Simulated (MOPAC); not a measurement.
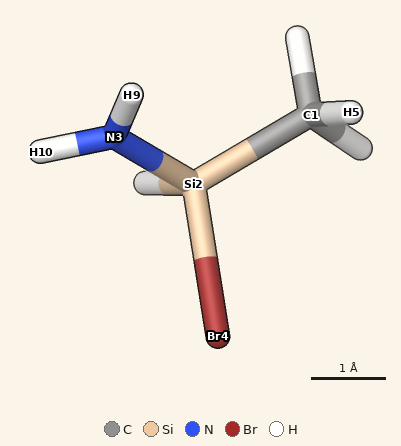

**Figure 1.** The structure as given in the input (stick view, seen at a tilt; atoms are numbered from 1 in the order of the input). Bond lengths as drawn: Br–Si 2.17 Å, C–H 1.10 to 1.11 Å, C–Si 1.84 Å, H–N 1.01 Å, H–Si 1.46 Å and N–Si 1.71 Å.

Frequency calculation, with input and output: CH6BrNSi (part 1 of 3)

- system: CH6BrNSi, SMILES C[SiH](N)Br
- method: PM6-DH+, closed shell, dispersion DH+ (MOPAC 23.2.5)

The geometry was optimised with PM6-DH+.

## Output
```
MOPAC v23.2.5
PM6-DH+ CALCULATION RESULTS

 *  PM6-DH+    - CORRECT DISPERSION AND HYDROGEN BOND TERMS USING PM6-DH+
 *  FORCE      - FORCE CALCULATION SPECIFIED
 *  THREADS=1  - MULTI-THREADING NOT USED
 *  AUX        - OUTPUT AUXILIARY INFORMATION
 *  THERMO     - THERMODYNAMIC QUANTITIES TO BE CALCULATED
PM6-DH+ THERMO(200,600,200) FORCE AUX(PRECISION=9) THREADS=1
 CH6BrNSi frequencies

   ATOM   CHEMICAL          X               Y               Z
  NUMBER   SYMBOL      (ANGSTROMS)     (ANGSTROMS)     (ANGSTROMS)

     1       C         -0.94362400  *   1.02745100  *  -0.34139000  *
     2      Si         -0.16208400  *  -0.60269400  *   0.01933500  *
     3       N          1.39933200  *  -0.43751200  *   0.68534500  *
     4      Br          0.05872600  *  -1.78647100  *  -1.78516600  *
     5       H         -0.37730800  *   1.65888400  *  -1.04118600  *
     6       H         -1.07937300  *   1.60399400  *   0.59027900  *
     7       H         -1.94606300  *   0.87237300  *  -0.78239500  *
     8       H         -0.98124800  *  -1.37199700  *   0.94828000  *
     9       H          2.00522300  *   0.36475000  *   0.59755900  *
    10       H          1.88899500  *  -1.17808800  *   1.17242400  *

          CARTESIAN COORDINATES

    NO.       ATOM           X           Y           Z

     1         C         -0.9436      1.0275     -0.3414
     2        Si         -0.1621     -0.6027      0.0193
     3         N          1.3993     -0.4375      0.6853
     4        Br          0.0587     -1.7865     -1.7852
     5         H         -0.3773      1.6589     -1.0412
     6         H         -1.0794      1.6040      0.5903
     7         H         -1.9461      0.8724     -0.7824
     8         H         -0.9812     -1.3720      0.9483
     9         H          2.0052      0.3648      0.5976
    10         H          1.8890     -1.1781      1.1724

 "Third-Generation Hydrogen-Bonding Corrections for Semiempirical QM Methods and Force Fields"

           Empirical Formula: C H6 N Si Br  =    10 atoms

      MOLECULAR POINT GROUP   :   C1

      RHF CALCULATION, NO. OF DOUBLY OCCUPIED LEVELS = 13

          *********************************************
          *                                           *
          *                 WARNING                   *
          *                                           *
          *********************************************

          Dispersion parameters missing for Silicon

          *********************************************
          *                                           *
          *              END OF WARNING               *
          *                                           *
          *********************************************

          HEAT OF FORMATION =     -59.920342 KCALS/MOLE

          CARTESIAN COORDINATE DERIVATIVES

   NUMBER  ATOM         X            Y            Z

     1       C     -0.002732     0.001169     0.002496
     2      Si     -0.001811     0.003143     0.002177
     3       N      0.002083     0.012269    -0.012045
     4      Br      0.004997    -0.008000     0.008186
     5       H      0.009381     0.015985    -0.003898
     6       H     -0.005098    -0.018639     0.011217
     7       H      0.003788     0.009051    -0.004841
     8       H     -0.004646    -0.014655     0.003142
     9       H     -0.000856    -0.008916     0.005595
    10       H     -0.005106     0.008592    -0.012032

 DIPOLE           X         Y         Z       TOTAL
 POINT-CHG.    -0.259     1.522     2.145     2.643
 HYBRID        -0.378     0.701    -1.016     1.291
 SUM           -0.637     2.223     1.129     2.574

          GRADIENT NORM =   0.04549

          MOLECULAR WEIGHT =  140.05

          ROTATIONAL CONSTANTS IN CM(-1)

          A =    0.19168244   B =    0.06995030   C =    0.05572587

           PRINCIPAL MOMENTS OF INERTIA IN UNITS OF 10**(-40)*GRAM-CM**2

          A =      146.0371   B =      400.1806   C =      502.3295

          ORIENTATION OF MOLECULE IN FORCE CALCULATION

    NO.       ATOM         X         Y         Z

     1          C      -2.1671    0.3816    0.9975
     2         Si      -0.3237    0.3816    0.9975
     3          N       0.3225    1.9600    0.9975
     4         Br       0.4636   -0.6076   -0.7654
     5          H      -2.6224    0.8990    0.1406
     6          H      -2.5522    0.8585    1.9158
     7          H      -2.5413   -0.6592    0.9844
     8          H       0.1911   -0.3280    2.1625
     9          H      -0.1472    2.7986    0.6901
    10          H       1.2803    2.1803    1.2416

    FIRST DERIVATIVES WILL BE USED IN THE CALCULATION OF SECOND DERIVATIVES

          ESTIMATED TIME TO COMPLETE CALCULATION =        0.70 SECONDS

    FOR POINT-GROUP C1   THERE ARE   1 UNIQUE SYMMETRY FUNCTIONS.

 STEP:   1 TIME =     0.02 SECS, INTEGRAL =      0.02 TIME LEFT: 172799.97
 STEP:   2 TIME =     0.02 SECS, INTEGRAL =      0.04 TIME LEFT: 172799.95
 STEP:   3 TIME =     0.02 SECS, INTEGRAL =      0.05 TIME LEFT: 172799.93
 STEP:   4 TIME =     0.02 SECS, INTEGRAL =      0.07 TIME LEFT: 172799.91
 STEP:   5 TIME =     0.02 SECS, INTEGRAL =      0.09 TIME LEFT: 172799.89
 STEP:   6 TIME =     0.02 SECS, INTEGRAL =      0.11 TIME LEFT: 172799.88
 STEP:   7 TIME =     0.02 SECS, INTEGRAL =      0.13 TIME LEFT: 172799.86
 STEP:   8 TIME =     0.02 SECS, INTEGRAL =      0.15 TIME LEFT: 172799.84
 STEP:   9 TIME =     0.02 SECS, INTEGRAL =      0.17 TIME LEFT: 172799.82
 STEP:  10 TIME =     0.02 SECS, INTEGRAL =      0.19 TIME LEFT: 172799.80
 STEP:  11 TIME =     0.02 SECS, INTEGRAL =      0.21 TIME LEFT: 172799.78
 STEP:  12 TIME =     0.02 SECS, INTEGRAL =      0.23 TIME LEFT: 172799.76
 STEP:  13 TIME =     0.02 SECS, INTEGRAL =      0.25 TIME LEFT: 172799.74
 STEP:  14 TIME =     0.02 SECS, INTEGRAL =      0.27 TIME LEFT: 172799.72
 STEP:  15 TIME =     0.02 SECS, INTEGRAL =      0.29 TIME LEFT: 172799.70
 STEP:  16 TIME =     0.02 SECS, INTEGRAL =      0.30 TIME LEFT: 172799.69
 STEP:  17 TIME =     0.02 SECS, INTEGRAL =      0.32 TIME LEFT: 172799.67
 STEP:  18 TIME =     0.02 SECS, INTEGRAL =      0.33 TIME LEFT: 172799.66
 STEP:  19 TIME =     0.02 SECS, INTEGRAL =      0.35 TIME LEFT: 172799.64
 STEP:  20 TIME =     0.02 SECS, INTEGRAL =      0.37 TIME LEFT: 172799.62
 STEP:  21 TIME =     0.02 SECS, INTEGRAL =      0.39 TIME LEFT: 172799.60
 STEP:  22 TIME =     0.02 SECS, INTEGRAL =      0.41 TIME LEFT: 172799.58
 STEP:  23 TIME =     0.02 SECS, INTEGRAL =      0.43 TIME LEFT: 172799.56
 STEP:  24 TIME =     0.02 SECS, INTEGRAL =      0.45 TIME LEFT: 172799.54
 STEP:  25 TIME =     0.02 SECS, INTEGRAL =      0.46 TIME LEFT: 172799.52
 STEP:  26 TIME =     0.02 SECS, INTEGRAL =      0.48 TIME LEFT: 172799.51
 STEP:  27 TIME =     0.02 SECS, INTEGRAL =      0.50 TIME LEFT: 172799.49
 STEP:  28 TIME =     0.02 SECS, INTEGRAL =      0.52 TIME LEFT: 172799.47
 STEP:  29 TIME =     0.02 SECS, INTEGRAL =      0.54 TIME LEFT: 172799.45
 STEP:  30 TIME =     0.02 SECS, INTEGRAL =      0.55 TIME LEFT: 172799.44

(To convert to Hartree/Bohr^2, multiply by (10^(-21) x N x a0^2)/(4.184 x 627.51) =  0.0642)

           FORCE MATRIX IN MILLIDYNES/ANGSTROM

                  C  1      Si  2       N  3      Br  4       H  5       H  6
 ------------------------------------------------------------------------------
     C    1   9.801271
    Si    2   2.926043   9.515562
     N    3   0.315799   4.306341  10.070159
    Br    4   0.183540   1.399183   0.124280   1.706132
     H    5   3.527080   0.435552   0.043166   0.022228   4.145664
     H    6   3.482661   0.458232   0.036657   0.020629   0.429517   4.104561
     H    7   3.464450   0.466115   0.048092   0.026436   0.429109   0.422634
     H    8   0.223137   2.652312   0.210112   0.193427   0.028574   0.025398
     H    9   0.072910   0.499452   3.972407   0.034498   0.019984   0.015588
     H   10   0.037139   0.509740   3.930493   0.021515   0.005242   0.006879

                  H  7       H  8       H  9       H 10
 ------------------------------------------------------
     H    7   4.084995
     H    8   0.025985   2.723920
     H    9   0.006768   0.035121   4.530615
     H   10   0.007243   0.026441   0.649218   4.493601

          HEAT OF FORMATION =     -59.920342 KCALS/MOLE

          ZERO POINT ENERGY      40.322 KCAL/MOL

           NORMAL COORDINATE ANALYSIS (Total motion = 1 Angstrom)

   Root No.       1         2         3         4         5         6         7         8

                 1 A       2 A       3 A       4 A       5 A       6 A       7 A       8 A

                 120.9     126.5     176.6     198.3     246.8     344.9     582.9     610.4

           1   -0.0094    0.0235    0.0183   -0.0249   -0.0255   -0.0439   -0.0038   -0.0071
           2    0.0158   -0.0305    0.0455    0.0337   -0.0522   -0.0007   -0.0246    0.0141
           3    0.0203   -0.0362    0.0092    0.0620    0.0185    0.0095    0.0158    0.0243
           4   -0.0097    0.0240    0.0195   -0.0235   -0.0274   -0.0372   -0.0008    0.0003
           5   -0.0036    0.0202    0.0170    0.0020    0.0444    0.0474   -0.0008    0.0027
           6   -0.0041    0.0008   -0.0179   -0.0157   -0.0371    0.1299   -0.0043    0.0005
           7   -0.0054   -0.0035   -0.0680   -0.0165    0.0561    0.0172   -0.0156    0.0161
           8   -0.0056    0.0323    0.0532    0.0003    0.0102    0.0326    0.0091   -0.0154
           9   -0.0215    0.0330    0.0882    0.0146    0.0292    0.0021   -0.0055   -0.0463
          10    0.0065   -0.0126    0.0041    0.0160    0.0023    0.0177    0.0002    0.0007
          11   -0.0007   -0.0080   -0.0258   -0.0076   -0.0060   -0.0224    0.0002   -0.0002
          12    0.0019   -0.0003   -0.0135   -0.0105    0.0025   -0.0450    0.0008    0.0001
          13   -0.0174    0.0275    0.0177   -0.0715   -0.1209    0.0472    0.1847    0.0687
          14    0.2333    0.0570    0.0373    0.0319   -0.0951   -0.0163    0.0550   -0.0127
          15    0.1563    0.0147    0.0045    0.0873    0.0459   -0.0531   -0.0501   -0.0376
          16    0.0254   -0.0056    0.0408    0.0584   -0.0259   -0.2136   -0.0337   -0.1733
          17   -0.1972   -0.1442    0.0697    0.0673   -0.0954   -0.0401    0.0430   -0.0288
          18    0.1470    0.0107    0.0059    0.0822    0.0410   -0.0475   -0.0342   -0.0363
          19   -0.0355    0.0481   -0.0022   -0.0587    0.0770    0.0182   -0.1829    0.0732
          20    0.0291   -0.0376    0.0531    0.0464   -0.0930   -0.0255    0.0524   -0.0192
          21   -0.2240   -0.1641    0.0353    0.1126    0.0349   -0.0644   -0.0246   -0.0313
          22   -0.0113    0.0379    0.0310   -0.0079   -0.0332   -0.0361    0.1612    0.0136
          23   -0.0101    0.0457   -0.0216    0.0100    0.0227    0.0644    0.0786   -0.0448
          24   -0.0076    0.0112   -0.0463   -0.0160   -0.0463    0.1334   -0.0258   -0.0353
          25   -0.0321    0.0548   -0.2009    0.0735    0.1114    0.0449    0.1161   -0.1007
          26    0.0040    0.0009    0.0670   -0.0230    0.0838    0.0292    0.0939    0.0189
          27    0.0456   -0.1418    0.3265   -0.1854    0.1521   -0.0485    0.0526    0.2230
          28    0.0162   -0.0641   -0.0314   -0.0781    0.0977    0.0570    0.0213   -0.0829
          29   -0.0133    0.0663    0.0875    0.0111   -0.1025   -0.0040   -0.1476    0.0752
          30   -0.0994    0.2400   -0.0917    0.2469   -0.0206   -0.1167    0.0268    0.2473

   Root No.       9        10        11        12        13        14        15        16

                 9 A      10 A      11 A      12 A      13 A      14 A      15 A      16 A

                 655.3     690.2     779.4     797.7     833.1     967.2    1206.9    1212.6

           1    0.0089    0.0611   -0.0753    0.0258    0.0535    0.0400   -0.0049    0.0013
           2   -0.0210    0.0394    0.0298   -0.0024   -0.0065    0.0184    0.0125   -0.0460
           3   -0.0305   -0.0045   -0.0256    0.0268   -0.0212   -0.0047   -0.0454   -0.0131
           4   -0.0008   -0.0112    0.0320   -0.0096   -0.0449   -0.0623    0.0001    0.0000
           5    0.0020    0.0019   -0.0117    0.0040    0.0305   -0.0844   -0.0005    0.0023
           6    0.0157    0.0064    0.0036   -0.0216    0.0106   -0.0022    0.0013    0.0005
           7    0.0031   -0.0564   -0.0020    0.0068    0.0121    0.0584    0.0000    0.0004
           8    0.0022   -0.0220   -0.0186   -0.0357   -0.0532    0.1215    0.0007   -0.0026
           9   -0.0261   -0.0125    0.0028    0.0209    0.0058   -0.0005   -0.0005   -0.0002
          10   -0.0004   -0.0001    0.0002   -0.0000    0.0011    0.0001   -0.0000   -0.0000
          11   -0.0005    0.0002    0.0010    0.0009   -0.0008    0.0008   -0.0000   -0.0001
          12   -0.0029   -0.0008   -0.0001   -0.0017    0.0001    0.0004   -0.0001   -0.0000
          13   -0.0812   -0.0387   -0.2629    0.1424    0.0241    0.0065    0.1256   -0.0376
          14    0.0135   -0.0305   -0.0386    0.0155    0.0065   -0.0007    0.1477    0.3495
          15    0.0447    0.0105    0.0497   -0.0338   -0.0016   -0.0007   -0.0075    0.2400
          16    0.2358    0.0015   -0.0571   -0.0696    0.1607    0.0296   -0.0720   -0.1011
          17    0.0395   -0.0301   -0.0219   -0.0079    0.0224    0.0021   -0.2936    0.2472
          18    0.0501    0.0064    0.0046   -0.0157    0.0232    0.0042    0.1027   -0.1922
          19   -0.1104    0.2714    0.0395    0.0168    0.0084    0.1586   -0.0091    0.1264
          20    0.0286   -0.0532   -0.0143    0.0004    0.0065   -0.0394    0.0032   -0.0723
          21    0.0440   -0.0063    0.0050   -0.0139    0.0039   -0.0091    0.4212    0.0979
          22   -0.1059   -0.0069    0.3048   -0.1271    0.3215    0.1656    0.0115   -0.0013
          23    0.0800    0.0432    0.2642    0.3604    0.0250    0.1411    0.0003   -0.0014
          24    0.1075    0.0309    0.0581    0.2419   -0.1523    0.0438   -0.0027   -0.0015
          25   -0.0079    0.1473   -0.0098   -0.0871   -0.1287    0.0430    0.0013   -0.0043
          26    0.0582    0.0962   -0.0088   -0.0926   -0.1237    0.1178    0.0017   -0.0034
          27    0.1539    0.0343    0.0454   -0.0121   -0.0038    0.0395    0.0001    0.0045
          28   -0.0265    0.0012    0.0011   -0.0070   -0.0266    0.0322    0.0003   -0.0013
          29   -0.0185   -0.2585   -0.0309    0.0632    0.0914    0.1576   -0.0016    0.0072
          30    0.1167    0.0356    0.0088   -0.0381   -0.0036    0.0133    0.0007   -0.0015

   Root No.      17        18        19        20        21        22        23        24

                17 A      18 A      19 A      20 A      21 A      22 A      23 A      24 A

                1221.6    1546.5    2161.5    2667.8    2677.6    2749.8    2792.4    2838.9
```
